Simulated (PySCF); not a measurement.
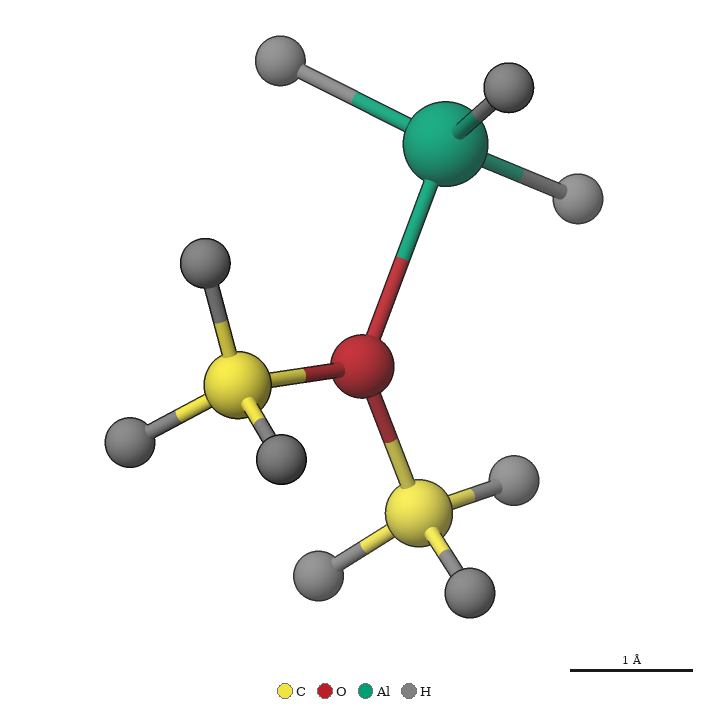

The picture shows a molecular structure as a ball-and-stick model. Every bond is drawn as one stick, whatever its order.

**Count the atoms of each element.**

C₂H₉AlO, 13 atoms: 2 carbon, 9 hydrogen, 1 aluminium and 1 oxygen.

**How many sets of symmetry-equivalent atoms are there?**

10: 1 C, 1 O, 1 C, 1 Al, 2 H, 1 H, 2 H, 1 H, 1 H, 2 H.

**Give the symmetry (Schoenflies symbol).**

Cs.

**How many bonds of each kind are drawn?**

6 C–H, 3 Al–H, 2 C–O, 1 Al–O.

More results for the same structure follow; atom numbers are the same in all pictures, views and colours differ. The computed structure is the end point of a PBE0-D3(BJ)/def2-SVP optimisation. No frequency run is at hand to confirm it as a minimum.

Geometry

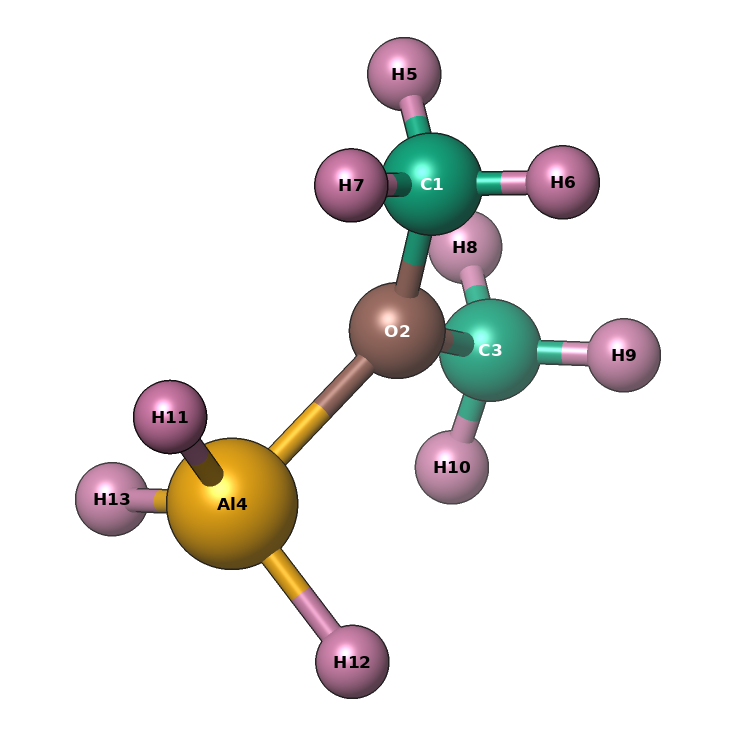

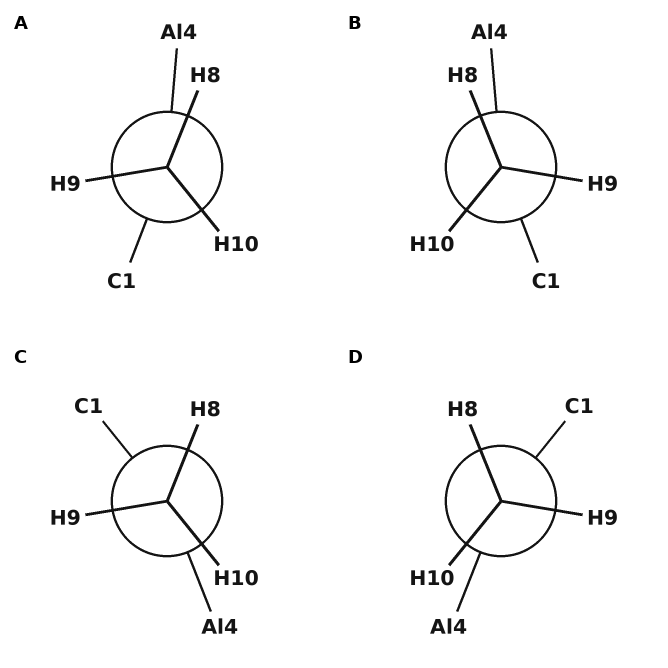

Depth is shown by fading: the farther an atom, the more it takes the colour of the background. Bonds that would overlap in a projection are set slightly apart. No frequency run is at hand to confirm it as a minimum.

**Which Newman projection shows the view along C3–O2, with C3 in front?**

C. The torsion angle H8–C3–O2–Al4 is 119°, anticlinal.

Polarisability

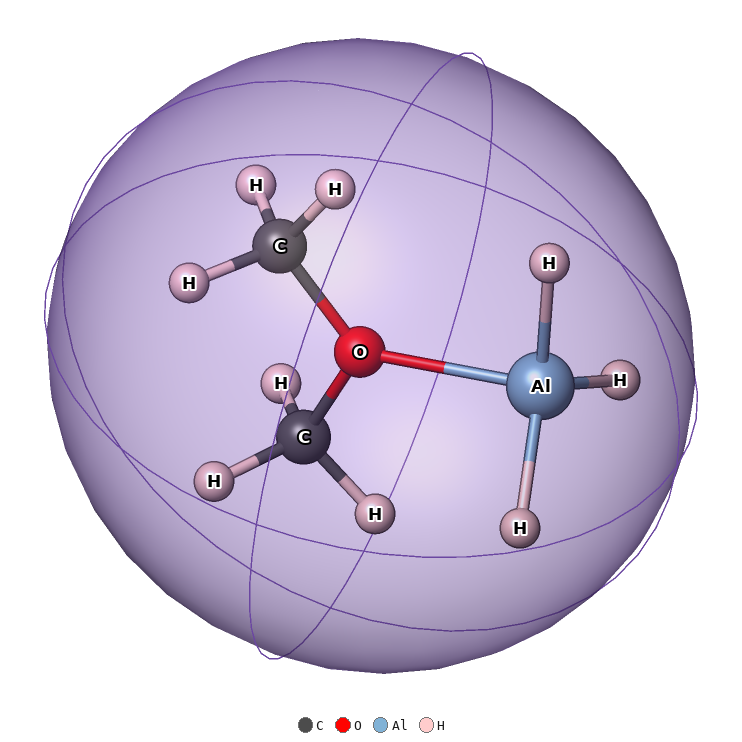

The ellipsoid shows the static dipole polarisability: its half-axes are proportional to the principal values. No frequency run is at hand to confirm it as a minimum. Level of theory: CAM-B3LYP/def2-SVPD (PySCF 2.14.0).

**How large and how anisotropic is the polarisability?**

Principal values 60.2, 65.7, 66.3 bohr³; mean 64.1 bohr³ (9.50 Å³); anisotropy 5.8 bohr³, so the longest axis is 1.10 times the shortest.

NMR shielding

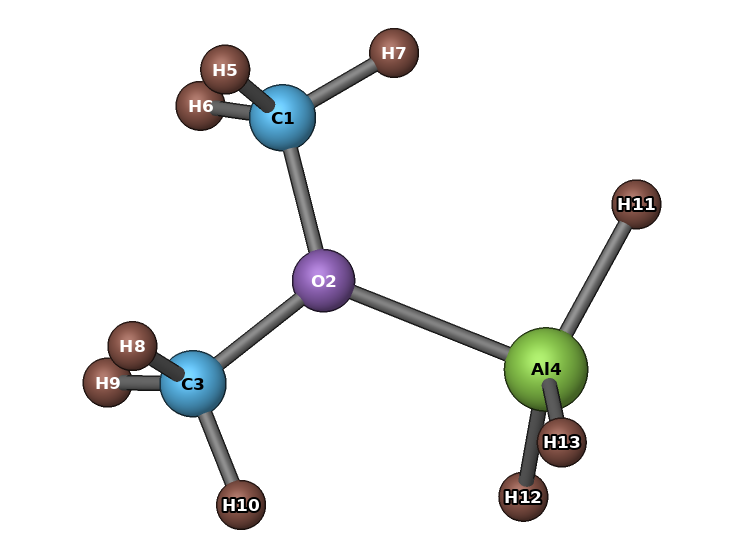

The questions are on isotropic NMR shieldings of the H atoms. No frequency run is at hand to confirm it as a minimum. Properties computed with GIAO PBE0/pcSseg-1 NMR shielding, non-relativistic, IEF-PCM acetonitrile (PySCF 2.14.0).

List the isotropic NMR shieldings of the H atoms.

```
atom  σ (ppm)
  H5    27.65
  H6    27.65
  H7    27.04
  H8    27.71
  H9    27.71
 H10    27.31
 H11    27.47
 H12    27.44
 H13    27.44
```

Excitation

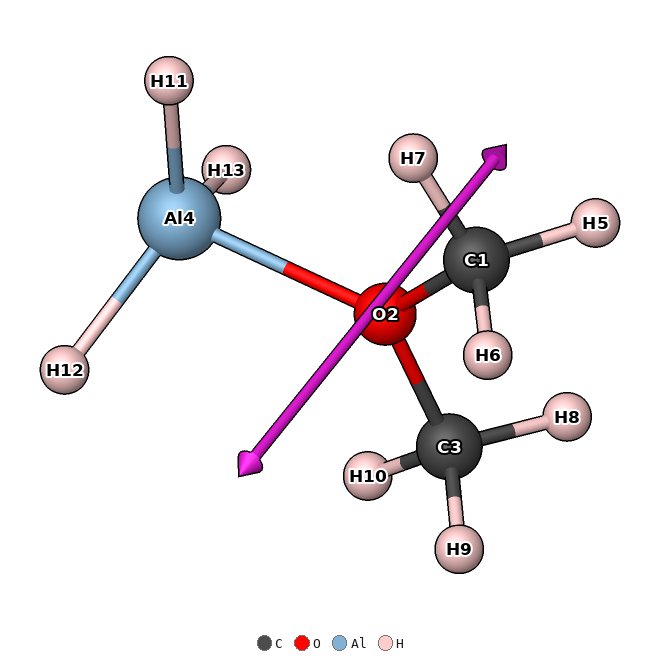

The double arrow shows the direction of the transition dipole to excited singlet state 3 (its length means nothing). No frequency run is at hand to confirm it as a minimum. Properties computed with TDDFT CAM-B3LYP/def2-SVPD, vertical, gas phase, core orbitals frozen in the response (PySCF 2.14.0).

**Where does the transition lie, and how strong is it?**

7.17 eV (173 nm), oscillator strength 0.10, mainly HOMO → LUMO (weight 0.54); transition dipole 1.94 D.
